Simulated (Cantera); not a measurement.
Feed: 1 mol Si(CH₃)₄, 0.028 mol C₂H₂, 1.5 mol H₂, held at 54.0 Torr.

Method: chemical equilibrium by Gibbs-energy minimisation in Cantera with the NASA 1993 tables (ideal gas, pure condensed phases). Candidate condensed phases: C, C₆H₆, C₇H₈, C₈H₁₈, Si, SiC; 87 gas species. Gases not in the tables: Si₂H₆ and higher silanes. Equilibrium is a limit: real reactors are often held back by kinetics, nucleation or transport.

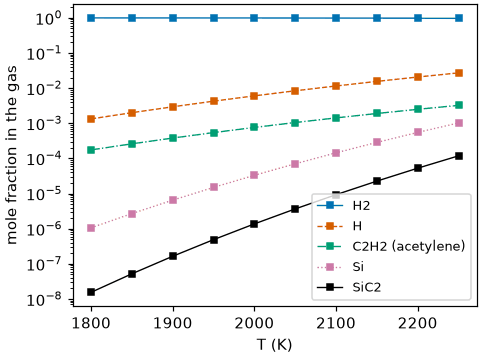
*Equilibrium gas composition (values under 1e-9 drawn at 1e-9)*

From 1800 K to 2250 K the condensed part is C(graphite) + SiC(s). The main Si-bearing gas is Si throughout.
